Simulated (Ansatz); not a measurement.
Start from PbSe in the rock salt structure (space group Fm-3m, No. 225; a = 6.178 Å). Axes: x, y, z lie along the cube axes.

It is then changed as follows: uniaxial strain ε_xx = −3.85 %, all other strain components held at zero, atoms relaxed at fixed cell.

All numbers come from Ansatz (a first-principles code), r2SCAN, PAW, cutoff 500 eV, spin-orbit coupling left out.

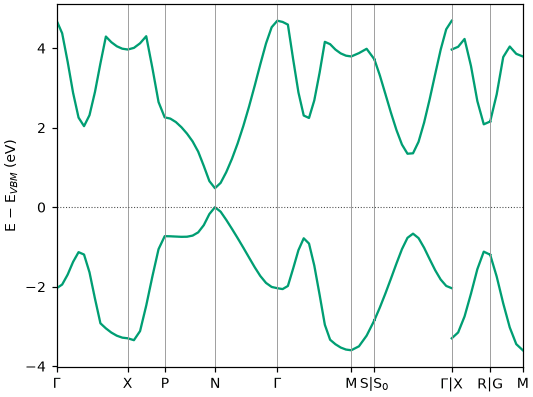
Figure. Highest valence and lowest conduction band along the path of the changed cell's own zone

Q: From the figure, how large is the changed gap, and is it direct?

A: About 0.5 eV, direct at N.

With Pb present, leaving out spin-orbit coupling can change the band edges. No phonon test of stability was made. k-point labels follow each cell's own Brillouin zone.
